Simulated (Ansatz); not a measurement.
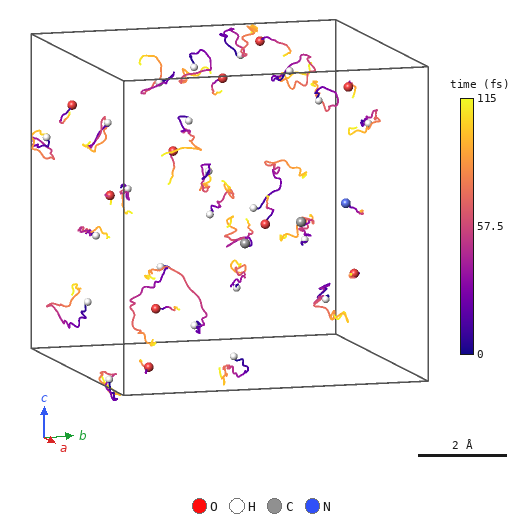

Molecular dynamics of a periodic cell with 10 H2O + 1 CH3CN at 0.949 g/cm³, 115 fs long. Lines trace each atom's path, coloured by time; spheres stand at the starting positions. Seen slightly off an axis in the simulation cell.

Theory: DFT PBE-D3(BJ), scalar-relativistic, plane waves, PAW in Ansatz. Run with plane-wave cutoff 420 eV; k-point mesh 1 × 1 × 1; Fermi-Dirac smearing 0.05 eV; Langevin thermostat (NVT); set temperature 700 K; time step 0.5 fs; friction 0.02 per fs.

How do the atoms move?

Root-mean-square distances from the starting positions over the second half, with the common drift of all atoms taken out: H 0.83 Å, N 0.72 Å, O 0.48 Å, C 0.43 Å. The heavy atoms stay within a fraction of a molecule's size of their starting places; so short a run doesn't tell a liquid from a solid.

Limits of the set-up: the periodic images lie only 7.3 Å apart, so the values are limited by the cell's size.

Cost: 9.8 min on 1 thread of Arm Neoverse V1 (shared host), peak memory 0.42 GiB.
